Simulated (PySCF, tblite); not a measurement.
**C₅H₁₀B₂F₂: geometry, infrared bands and NMR shifts**

Wanted: the infrared bands and NMR shifts of C₅H₁₀B₂F₂ (`BC/C(=C/C)CB(F)F`), by calculation.

Computed with tblite 0.8.0 and PySCF 2.14.0, with density-fitted response routines of our own, on a single molecule in the gas phase. Atoms are numbered from 0 throughout.

**1. Starting geometry**

19 atoms, charge 0, multiplicity 1; geometry from: force field or distance geometry start.

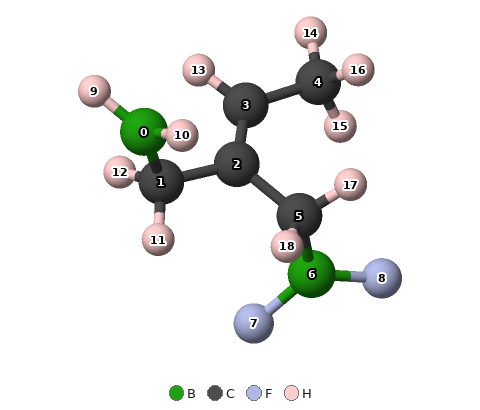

The starting geometry (boron green, carbon dark grey, fluorine light blue, hydrogen pink), atoms numbered.

**2. Geometry optimisation with GFN2-xTB**

What the job is given:

```
{"job": {"kind": "relax", "xc": "GFN2-xTB", "basis": "xTB"}, "charge": 0, "multiplicity": 1}
B      2.677000    -0.539500    -0.539400
C      1.310500     0.014600    -1.184000
C      0.201500    -0.048000    -0.160700
C     -0.435300    -1.215800     0.051900
C     -1.560700    -1.400100     1.047500
C     -0.206900     1.230700     0.549700
B     -1.437900     1.930700    -0.174500
F     -1.323000     2.353000    -1.544400
F     -2.653400     2.174100     0.563000
H      3.201800    -1.479100    -1.003200
H      3.131400    -0.007400     0.406900
H      1.484300     1.052000    -1.506200
H      1.050300    -0.586500    -2.064200
H     -0.111400    -2.105800    -0.492400
H     -1.915500    -2.442000     1.018200
H     -2.412800    -0.736500     0.785600
H     -1.210300    -1.167100     2.072300
H     -0.444100     1.029400     1.617500
H      0.644600     1.952600     0.549000
```

On the command line:

```bash
$ OMP_NUM_THREADS=1 python probes_run.py task.json out
```

The driver reads the jobs from task.json and runs them one after another.

**Question.** This job is followed by: GFN2-xTB harmonic vibrations, gas phase; GIAO PBE0/pcSseg-1 NMR shielding, non-relativistic, gas phase. What will the session give for the following? strongest single infrared mode (GFN2-xTB); zero-point energy (GFN2-xTB); ¹³C shifts against TMS (PBE0/pcSseg-1); ¹H shifts against TMS (PBE0/pcSseg-1, means over atoms taken as alike); ¹¹B shifts against BF3·OEt2 (PBE0/pcSseg-1); ¹⁹F shifts against CFCl3 (PBE0/pcSseg-1, means over atoms taken as alike).

**Answer**, as computed:

```
                                                                 quantity                               value
                                strongest single infrared mode (GFN2-xTB)               1257 cm⁻¹, 440 km/mol
                                             zero-point energy (GFN2-xTB)                       89.8 kcal/mol
                                   ¹³C shifts against TMS (PBE0/pcSseg-1)  142.2, 126.0, 48.6, 21.8, 15.7 ppm
   ¹H shifts against TMS (PBE0/pcSseg-1, means over atoms taken as alike)    8.04, 5.56, 2.68, 2.02, 1.82 ppm
                              ¹¹B shifts against BF3·OEt2 (PBE0/pcSseg-1)                      91.3, 25.3 ppm
¹⁹F shifts against CFCl3 (PBE0/pcSseg-1, means over atoms taken as alike)                           -73.9 ppm
```

Over 161 steps the energy fell by 0.734 eV; of the close pairs, B6–F8 changed most, 1.442 to 1.319 Å. All 51 modes are real, so the xTB geometry is a minimum. The strongest single mode, at 1257 cm⁻¹, moves mainly B6. GFN2-xTB is a fitted tight-binding method: band positions and strengths are rough. Its intensities can rank the bands wrongly. At PBE0/pcSseg-1: The largest span, 279 ppm, is at F7, F8, where the paramagnetic term is -223 ppm.
